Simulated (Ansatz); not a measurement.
## Run report: Si$_{2}$NH$_{6}$, geometry relaxation

Si$_{2}$NH$_{6}$, multiplicity 2, computed with HF/3-21G, UHF (Ansatz 0.2.0).

The geometry comes from this level: PBE0-D4/def2-TZVP.

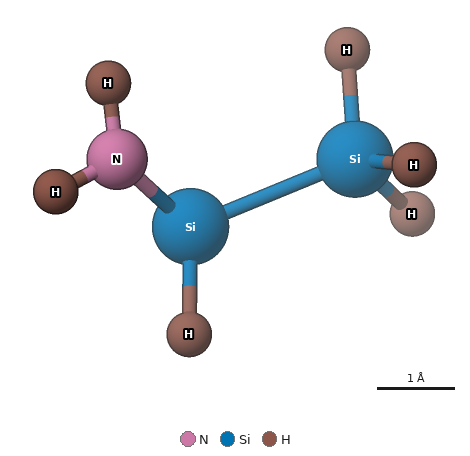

The input geometry (ball-and-stick view, seen at a tilt). Bond lengths as drawn: H–N 1.01 Å, H–Si 1.49 Å, N–Si 1.73 Å and Si–Si 2.34 Å.

Results in brief

- outcome: converged
- total energy: −632.397071 hartree
- basis functions: 47
- largest force: 0.002 eV/Å
- ⟨S²⟩: 0.756
- SCF solution under orbital rotations: stable
- HOMO (either spin): −7.62 eV
- LUMO (either spin): 1.44 eV
- dipole moment: 1.62 D
- hardware: 1 thread of Arm Neoverse N1, 112 GiB of memory available, shared host
- wall time: 17 s
- peak memory: 0.1 GiB

Input file
```yaml
crystal:
  periodic: [false, false, false]
  atoms:
    - {symbol: N, position_ang: [-0.800100, 0.840300, -1.401300]}
    - {symbol: Si, position_ang: [-0.412600, 0.902100, 0.278900]}
    - {symbol: Si, position_ang: [0.627800, -1.077000, 0.962500]}
    - {symbol: H, position_ang: [-1.356700, 0.089900, -1.777700]}
    - {symbol: H, position_ang: [-0.920900, 1.689300, -1.930000]}
    - {symbol: H, position_ang: [0.461600, 2.102100, 0.448200]}
    - {symbol: H, position_ang: [1.938500, -1.353900, 0.307200]}
    - {symbol: H, position_ang: [-0.282400, -2.217000, 0.659800]}
    - {symbol: H, position_ang: [0.833300, -1.021900, 2.435300]}
basis:
  gaussian:
    orbitals: 3-21G.json
relax:
  f_tol: 0.002
magnetization:
  spin_polarized: true
  initial_magnetization: 1
output:
  orbitals: {seedname: orbitals}
hamiltonian:
  xc: hf
```

Launched with:
```bash
ansatz run run.yaml --threads 1 --pin off --max-ram 3480MiB --events-out events.jsonl --progress --plain --runs-dir runs
```

Log
```
The last accepted step is kept in runs//last_step.txt (removed where the run ends without a failure and the disk answers)
Functional definition: HF
  name "HF"
  exchange = exact_x
  correlation = 0
575 factors; integrals over basis functions are off by at most 3.1e-4 eV
mean field evaluation 1: about -17206.8089 eV, gradient 1.7e1 eV
mean field evaluation 2: about -17206.8109 eV, gradient 1.7e1 eV
mean field evaluation 4: about -17208.2937 eV, gradient 1.7e0 eV
mean field evaluation 8: about -17208.3294 eV, gradient 6.0e-3 eV
mean field -17208.32943574 eV, -632.3944425389 hartree, gradient 2.6e-5 eV, S^2 0.755710; 0 other end points of the search recorded, 0 dependent functions left out
the calculation of the forces begins
reference -17208.32943574 eV, -632.3944425389 hartree; 21, 20 occupied and 26, 27 virtual orbitals, 575 factors
relax step   1: F+E_penalty+E_count = -17208.32943574 eV  Δ(F+E_penalty+E_count) = +0.000e0 eV  max|allowed force component| = 1.014e0 eV/Å  Δτ_max = 0.0000 Å  (32 SCF iters, accepted)
these checks for a lower state are left out or cut short: starts, cluster_reference, orbital_swaps, neighbouring_geometries, increment
575 factors; integrals over basis functions are off by at most 3.1e-4 eV
mean field evaluation 16: about -17208.3819 eV, gradient 5.9e-5 eV
mean field -17208.38191446 eV, -632.3963710960 hartree, gradient 5.9e-5 eV, S^2 0.755878; 0 other end points of the search recorded, 0 dependent functions left out
[... from here on the field's lines of each further geometry are left out, up to the last ...]
relax step   2: F+E_penalty+E_count = -17208.38191446 eV  Δ(F+E_penalty+E_count) = -5.248e-2 eV  max|allowed force component| = 6.334e-1 eV/Å  Δτ_max = 0.1042 Å  (34 SCF iters, accepted)
relax step   3: F+E_penalty+E_count = -17208.39130150 eV  Δ(F+E_penalty+E_count) = -9.387e-3 eV  max|allowed force component| = 4.984e-1 eV/Å  Δτ_max = 0.0874 Å  (27 SCF iters, accepted)
relax step   4: F+E_penalty+E_count = -17208.39669927 eV  Δ(F+E_penalty+E_count) = -5.398e-3 eV  max|allowed force component| = 2.767e-1 eV/Å  Δτ_max = 0.0130 Å  (27 SCF iters, accepted)
relax step   5: F+E_penalty+E_count = -17208.40005091 eV  Δ(F+E_penalty+E_count) = -3.352e-3 eV  max|allowed force component| = 4.076e-2 eV/Å  Δτ_max = 0.0593 Å  (27 SCF iters, accepted)
relax step   6: F+E_penalty+E_count = -17208.39812864 eV  Δ(F+E_penalty+E_count) = +1.922e-3 eV  max|allowed force component| = 1.579e-1 eV/Å  Δτ_max = 0.0157 Å  (27 SCF iters, rejected (line search))
relax step   7: F+E_penalty+E_count = -17208.40046665 eV  Δ(F+E_penalty+E_count) = -4.157e-4 eV  max|allowed force component| = 1.402e-2 eV/Å  Δτ_max = 0.0076 Å  (28 SCF iters, accepted)
relax step   8: F+E_penalty+E_count = -17208.40071968 eV  Δ(F+E_penalty+E_count) = -2.530e-4 eV  max|allowed force component| = 4.066e-2 eV/Å  Δτ_max = 0.0193 Å  (26 SCF iters, accepted)
relax step   9: F+E_penalty+E_count = -17208.40088004 eV  Δ(F+E_penalty+E_count) = -1.604e-4 eV  max|allowed force component| = 1.623e-2 eV/Å  Δτ_max = 0.0257 Å  (27 SCF iters, accepted)
relax step  10: F+E_penalty+E_count = -17208.40093270 eV  Δ(F+E_penalty+E_count) = -5.266e-5 eV  max|allowed force component| = 3.449e-3 eV/Å  Δτ_max = 0.0080 Å  (26 SCF iters, accepted)
relax step  11: F+E_penalty+E_count = -17208.40094334 eV  Δ(F+E_penalty+E_count) = -1.064e-5 eV  max|allowed force component| = 2.945e-3 eV/Å  Δτ_max = 0.0056 Å  (28 SCF iters, accepted)
relax step  12: F+E_penalty+E_count = -17208.40093744 eV  Δ(F+E_penalty+E_count) = +5.900e-6 eV  max|allowed force component| = 5.090e-3 eV/Å  Δτ_max = 0.0084 Å  (27 SCF iters, rejected (line search))
relax step  13: F+E_penalty+E_count = -17208.40094777 eV  Δ(F+E_penalty+E_count) = -4.428e-6 eV  max|allowed force component| = 2.220e-3 eV/Å  Δτ_max = 0.0041 Å  (27 SCF iters, accepted)
relax step  14: F+E_penalty+E_count = -17208.40094816 eV  Δ(F+E_penalty+E_count) = -3.987e-7 eV  max|allowed force component| = 2.405e-3 eV/Å  Δτ_max = 0.0026 Å  (29 SCF iters, accepted)
the calculation of the forces begins
reference -17208.40094860 eV, -632.3970705878 hartree; 21, 20 occupied and 26, 27 virtual orbitals, 575 factors
relax step  15: F+E_penalty+E_count = -17208.40094860 eV  Δ(F+E_penalty+E_count) = -4.308e-7 eV  max|allowed force component| = 1.885e-3 eV/Å  Δτ_max = 0.0003 Å  (17 SCF iters, accepted)
```

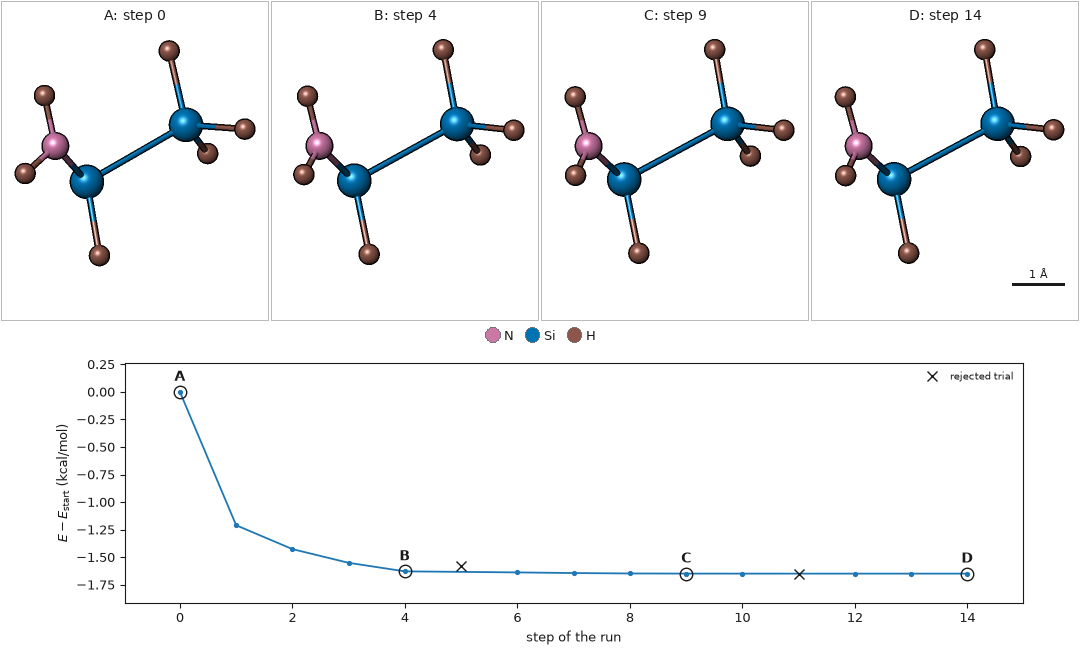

Frames of the relaxation (ball-and-stick view, seen at a tilt) above the curves, on which the letters mark them (the first geometry is step 0 here and step 1 in the log).

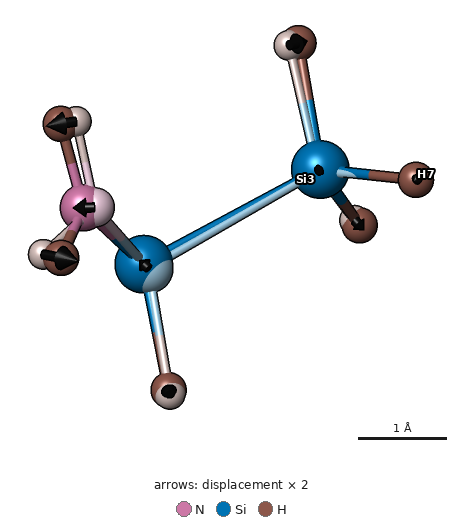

Start (faint) and end (solid) with the displacements as black arrows, magnified 2 times (ball-and-stick view, seen at a tilt). The two geometries are laid on each other by the best rigid fit. H5 moves most after the best rigid fit: 0.26 Å. Largest moves by element: H 0.26 Å, N 0.13 Å, Si 0.08 Å. Among the contacts that change: Si2–Si3 2.338 → 2.395 Å, N1–Si2 1.725 → 1.747 Å, N1–H4 1.007 → 1.000 Å. Among the angles that change: Si3–Si2–H6 112.7° → 109.3°, N1–Si2–Si3 110.8° → 114.2°, Si2–N1–H4 121.0° → 123.3°. After 14 geometry steps the energy has fallen by 1.65 kcal/mol. Largest force component: 1 eV/Å at the start, 0.0019 eV/Å at the end. The line search rejected the trial steps at points 5, 11 (counted from 0) and went back. (Atoms are counted from 1 in the order of the input.)

```
575 factors; integrals over basis functions are off by at most 3.4e-4 eV
mean field -17208.40094860 eV, -632.3970705878 hartree, gradient 2.3e-5 eV, S^2 0.755977; 1 other end points of the search recorded, 0 dependent functions left out
the calculation of the forces begins
reference -17208.40094860 eV, -632.3970705878 hartree; 21, 20 occupied and 26, 27 virtual orbitals, 575 factors
Total energy: -17208.40094860 eV, -632.3970705878 hartree
Atom 0 at    -0.916849     0.900057    -1.408646 Å, force    -0.000604     0.000064    -0.001885 eV/Å
Atom 1 at    -0.489116     0.878459     0.285312 Å, force    -0.000021    -0.000144     0.000925 eV/Å
Atom 2 at     0.638920    -1.113951     0.987084 Å, force    -0.000088    -0.000370     0.000283 eV/Å
Atom 3 at    -1.489949     0.203144    -1.839630 Å, force     0.000069    -0.000087     0.000179 eV/Å
Atom 4 at    -0.684257     1.658879    -2.017934 Å, force     0.000089     0.000051     0.000321 eV/Å
Atom 5 at     0.409363     2.054572     0.496904 Å, force     0.000305     0.000353     0.000095 eV/Å
Atom 6 at     1.932341    -1.326099     0.275611 Å, force    -0.000057     0.000042    -0.000015 eV/Å
Atom 7 at    -0.225019    -2.305699     0.758701 Å, force     0.000207     0.000328     0.000061 eV/Å
Atom 8 at     0.913066    -0.995463     2.445498 Å, force     0.000100    -0.000238     0.000037 eV/Å
Dipole moment:    -0.174417     0.099028    -0.269981 e Å
```

Trajectory as extended XYZ (Å, eV, eV/Å), 15 frames, from step=1 to step=15
```
9
Properties=species:S:1:pos:R:3:forces:R:3 step=1 energy=-17208.32944
N    -0.8001    0.8403   -1.4013   -0.9074   0.0829  -1.0136
Si   -0.4126    0.9021    0.2789    0.1809   0.4515   0.7384
Si    0.6278   -1.0770    0.9625    0.2005  -0.3847   0.1655
H    -1.3567    0.0899   -1.7777    0.2656   0.0925  -0.0167
H    -0.9209    1.6893   -1.9300    0.2132  -0.2113  -0.0032
H     0.4616    2.1021    0.4482    0.0387  -0.0379   0.1082
H     1.9385   -1.3539    0.3072   -0.0050   0.0508  -0.0018
H    -0.2824   -2.2170    0.6598   -0.0097  -0.0316   0.0037
H     0.8333   -1.0219    2.4353    0.0233  -0.0122   0.0195
9
Properties=species:S:1:pos:R:3:forces:R:3 step=2 energy=-17208.38191
N    -0.8981    0.8751   -1.4070   -0.1154   0.4708  -0.6005
Si   -0.4177    0.9079    0.2723   -0.1390   0.1064   0.1950
Si    0.6404   -1.0963    0.9912    0.0487  -0.1446  -0.0564
H    -1.4036    0.1126   -1.8252    0.1509   0.1850   0.1280
H    -0.8682    1.7031   -1.9971    0.0224  -0.6334   0.4127
H     0.4822    2.0849    0.4720    0.0151  -0.0312  -0.0725
H     1.9539   -1.3361    0.3270    0.0040  -0.0068   0.0088
H    -0.2570   -2.2475    0.6862    0.0251  -0.0075   0.0034
H     0.8566   -1.0498    2.4636   -0.0118   0.0612  -0.0184
9
Properties=species:S:1:pos:R:3:forces:R:3 step=3 energy=-17208.39130
N    -0.9108    0.8730   -1.3852    0.0357   0.4984  -0.4263
Si   -0.4547    0.9240    0.3028    0.0109  -0.0987  -0.0608
Si    0.6354   -1.0947    0.9715   -0.0286  -0.0337   0.0777
H    -1.4196    0.1158   -1.8015    0.0606   0.0891   0.0854
H    -0.7909    1.6638   -2.0079   -0.0766  -0.4835   0.3598
H     0.4732    2.0829    0.4788   -0.0173   0.0140  -0.0399
H     1.9495   -1.3303    0.3064   -0.0155   0.0449  -0.0175
H    -0.2500   -2.2573    0.6760    0.0119   0.0028   0.0118
H     0.8563   -1.0232    2.4419    0.0189  -0.0332   0.0098
9
Properties=species:S:1:pos:R:3:forces:R:3 step=4 energy=-17208.39670
N    -0.9183    0.8825   -1.3871    0.0378   0.2362  -0.2767
Si   -0.4524    0.9168    0.2974   -0.0358  -0.0235  -0.0177
Si    0.6350   -1.0990    0.9787    0.0031  -0.0323   0.0391
H    -1.4250    0.1264   -1.8065    0.0321   0.0782   0.0645
H    -0.7830    1.6651   -2.0078   -0.0484  -0.2735   0.2127
H     0.4688    2.0816    0.4674    0.0014   0.0013  -0.0138
H     1.9480   -1.3217    0.3076   -0.0064   0.0164  -0.0090
H    -0.2458   -2.2649    0.6844    0.0092   0.0019   0.0034
H     0.8612   -1.0329    2.4488    0.0071  -0.0046  -0.0026
9
Properties=species:S:1:pos:R:3:forces:R:3 step=5 energy=-17208.40005
N    -0.9072    0.8868   -1.4014   -0.0403   0.0077  -0.0029
Si   -0.4748    0.9006    0.2919    0.0408   0.0015   0.0120
Si    0.6358   -1.1052    0.9835    0.0059  -0.0095   0.0129
H    -1.4655    0.1670   -1.8152    0.0179   0.0140  -0.0018
H    -0.7254    1.6542   -2.0172    0.0118  -0.0014  -0.0032
H     0.4328    2.0754    0.4865   -0.0231  -0.0318  -0.0145
H     1.9378   -1.3209    0.2879   -0.0127   0.0116  -0.0057
H    -0.2378   -2.2834    0.7195    0.0062   0.0036   0.0034
H     0.8929   -1.0206    2.4474   -0.0064   0.0042  -0.0002
9
Properties=species:S:1:pos:R:3:forces:R:3 step=6 energy=-17208.39813 accepted=F
N    -0.9091    0.8905   -1.4028   -0.0134  -0.0077   0.0097
Si   -0.4665    0.8941    0.2885   -0.1516  -0.1560  -0.0059
Si    0.6417   -1.1089    0.9908   -0.1240   0.0517  -0.0760
H    -1.4704    0.1741   -1.8178    0.0084   0.0084  -0.0042
H    -0.7233    1.6578   -2.0176    0.0147  -0.0008   0.0021
H     0.4300    2.0600    0.4847    0.1295   0.1579   0.0142
H     1.9313   -1.3141    0.2806    0.0962  -0.0247   0.0062
H    -0.2316   -2.2848    0.7235   -0.0042  -0.0223   0.0121
H     0.8863   -1.0149    2.4529    0.0443  -0.0064   0.0419
9
Properties=species:S:1:pos:R:3:forces:R:3 step=7 energy=-17208.40047
N    -0.9133    0.8914   -1.4004   -0.0077  -0.0108   0.0084
Si   -0.4747    0.8974    0.2916    0.0007  -0.0028  -0.0045
Si    0.6366   -1.1069    0.9850   -0.0052   0.0001  -0.0015
H    -1.4662    0.1699   -1.8179    0.0019   0.0140  -0.0052
H    -0.7200    1.6546   -2.0178    0.0051   0.0013   0.0022
H     0.4318    2.0707    0.4849   -0.0005  -0.0050  -0.0043
H     1.9368   -1.3190    0.2864    0.0013   0.0026  -0.0020
H    -0.2356   -2.2860    0.7228    0.0045  -0.0019   0.0040
H     0.8932   -1.0182    2.4484    0.0000   0.0025   0.0029
9
Properties=species:S:1:pos:R:3:forces:R:3 step=8 energy=-17208.40072
N    -0.9151    0.8956   -1.4033   -0.0106  -0.0407   0.0360
Si   -0.4807    0.8906    0.2898   -0.0044  -0.0007  -0.0149
Si    0.6371   -1.1098    0.9865   -0.0080   0.0067  -0.0060
H    -1.4787    0.1837   -1.8227    0.0019   0.0169  -0.0140
H    -0.7016    1.6531   -2.0204    0.0055   0.0160  -0.0090
H     0.4235    2.0641    0.4885    0.0061   0.0037   0.0026
H     1.9345   -1.3175    0.2814    0.0051  -0.0029   0.0013
H    -0.2303   -2.2946    0.7349    0.0026  -0.0006   0.0025
H     0.8998   -1.0113    2.4482    0.0018   0.0016   0.0015
9
Properties=species:S:1:pos:R:3:forces:R:3 step=9 energy=-17208.40088
N    -0.9211    0.8980   -1.4055    0.0008  -0.0074   0.0072
Si   -0.4820    0.8849    0.2860   -0.0023  -0.0162  -0.0009
Si    0.6402   -1.1127    0.9873   -0.0066   0.0111  -0.0062
H    -1.4978    0.1995   -1.8297    0.0069   0.0074   0.0099
H    -0.6910    1.6530   -2.0200    0.0012   0.0087  -0.0084
H     0.4224    2.0586    0.4872   -0.0017  -0.0025  -0.0056
H     1.9415   -1.3199    0.2891    0.0008  -0.0004  -0.0031
H    -0.2224   -2.3015    0.7394    0.0005  -0.0010   0.0014
H     0.8987   -1.0061    2.4491    0.0004   0.0003   0.0058
9
Properties=species:S:1:pos:R:3:forces:R:3 step=10 energy=-17208.40093
N    -0.9191    0.8988   -1.4068   -0.0007  -0.0014   0.0034
Si   -0.4853    0.8816    0.2858    0.0017   0.0007  -0.0034
Si    0.6395   -1.1130    0.9874   -0.0001   0.0016   0.0004
H    -1.4956    0.2019   -1.8331    0.0009   0.0008  -0.0007
H    -0.6874    1.6554   -2.0192    0.0001   0.0001  -0.0002
H     0.4173    2.0560    0.4900   -0.0008  -0.0007   0.0013
H     1.9378   -1.3213    0.2836   -0.0007  -0.0002  -0.0003
H    -0.2229   -2.3034    0.7471   -0.0004  -0.0017   0.0003
H     0.9041   -1.0020    2.4481    0.0001   0.0008  -0.0008
9
Properties=species:S:1:pos:R:3:forces:R:3 step=11 energy=-17208.40094
N    -0.9181    0.8995   -1.4078    0.0005   0.0003  -0.0010
Si   -0.4865    0.8800    0.2852   -0.0021   0.0003   0.0029
Si    0.6393   -1.1136    0.9872    0.0008   0.0008  -0.0009
H    -1.4930    0.2024   -1.8362    0.0000  -0.0002  -0.0004
H    -0.6865    1.6573   -2.0187    0.0003   0.0001  -0.0002
H     0.4135    2.0556    0.4935    0.0005  -0.0010  -0.0006
H     1.9355   -1.3239    0.2802    0.0000  -0.0007  -0.0004
H    -0.2240   -2.3046    0.7526    0.0001  -0.0001   0.0003
H     0.9082   -0.9989    2.4469   -0.0002   0.0004   0.0003
9
Properties=species:S:1:pos:R:3:forces:R:3 step=12 energy=-17208.40094 accepted=F
N    -0.9171    0.9004   -1.4086    0.0003   0.0006  -0.0045
Si   -0.4904    0.8779    0.2855    0.0039  -0.0032   0.0009
Si    0.6391   -1.1137    0.9865   -0.0050  -0.0034   0.0030
H    -1.4893    0.2032   -1.8404   -0.0005   0.0006   0.0003
H    -0.6829    1.6587   -2.0179   -0.0012   0.0006   0.0006
H     0.4084    2.0534    0.4988   -0.0003   0.0051  -0.0011
H     1.9319   -1.3273    0.2744    0.0001   0.0019  -0.0012
H    -0.2254   -2.3054    0.7600    0.0017  -0.0002   0.0009
H     0.9141   -0.9934    2.4445    0.0011  -0.0020   0.0012
9
Properties=species:S:1:pos:R:3:forces:R:3 step=13 energy=-17208.40095
N    -0.9173    0.8999   -1.4083   -0.0004   0.0004  -0.0022
Si   -0.4883    0.8791    0.2853   -0.0007   0.0000   0.0019
Si    0.6389   -1.1137    0.9871    0.0008  -0.0015   0.0004
H    -1.4913    0.2030   -1.8383   -0.0001  -0.0003  -0.0003
H    -0.6849    1.6582   -2.0183    0.0001  -0.0001   0.0004
H     0.4110    2.0548    0.4956    0.0005   0.0003   0.0001
H     1.9334   -1.3251    0.2773    0.0002   0.0001  -0.0002
H    -0.2244   -2.3055    0.7565   -0.0004   0.0006  -0.0001
H     0.9112   -0.9968    2.4460    0.0000   0.0004   0.0001
9
Properties=species:S:1:pos:R:3:forces:R:3 step=14 energy=-17208.40095
N    -0.9169    0.9001   -1.4087   -0.0005  -0.0002  -0.0024
Si   -0.4892    0.8782    0.2853    0.0003   0.0007   0.0020
Si    0.6390   -1.1139    0.9872   -0.0010  -0.0004  -0.0006
H    -1.4899    0.2032   -1.8398    0.0000  -0.0001   0.0002
H    -0.6842    1.6590   -2.0179    0.0001   0.0000   0.0005
H     0.4092    2.0543    0.4971    0.0002   0.0009  -0.0001
H     1.9323   -1.3261    0.2754   -0.0001  -0.0004   0.0003
H    -0.2252   -2.3055    0.7588    0.0011  -0.0002   0.0005
H     0.9133   -0.9954    2.4456    0.0000  -0.0003  -0.0003
9
Properties=species:S:1:pos:R:3:forces:R:3 step=15 energy=-17208.40095
N    -0.9168    0.9001   -1.4086   -0.0006   0.0001  -0.0019
Si   -0.4891    0.8785    0.2853    0.0000  -0.0001   0.0009
Si    0.6389   -1.1140    0.9871   -0.0001  -0.0004   0.0003
H    -1.4899    0.2031   -1.8396    0.0001  -0.0001   0.0002
H    -0.6843    1.6589   -2.0179    0.0001   0.0001   0.0003
H     0.4094    2.0546    0.4969    0.0003   0.0004   0.0001
H     1.9323   -1.3261    0.2756   -0.0001   0.0000   0.0000
H    -0.2250   -2.3057    0.7587    0.0002   0.0003   0.0001
H     0.9131   -0.9955    2.4455    0.0001  -0.0002   0.0000
```
